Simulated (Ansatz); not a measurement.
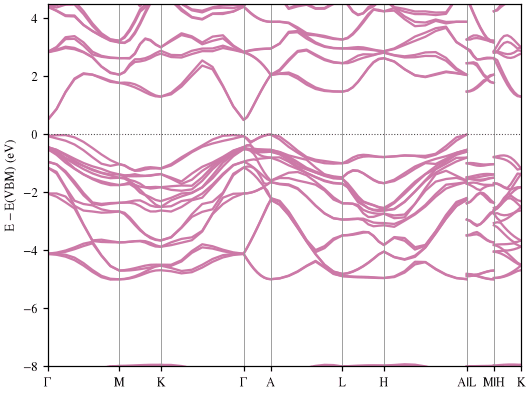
Fig. 1. Band structure from r²SCAN with spin–orbit coupling in the plane-wave PAW code Ansatz

The gap is 0.50 eV; an edge lies off the plotted path or next to a special point (maximum on the A–L line, 3 % of the way from A, minimum at Γ).

The material is CdTe in space group P6_422 (No. 181; Cd on 3c, Te on 3d).

The first step of the workflow began from a Materials Project structure, measured or hypothetical; the Crystallography Open Database copy checked does not list it. It is not the phase usual at ambient conditions (space group No. 216). Symmetry was held in the r²SCAN relaxation; whether a distortion lowers the energy is not shown. Point labels and valley counts follow the cell and symmetry of the run, lower than the named group.

Potentials: the earlier of the program's two PAW sets. The files were generated under PBE; for other functionals the program regenerates the frozen cores, and for LDA and PBEsol the local potential too.
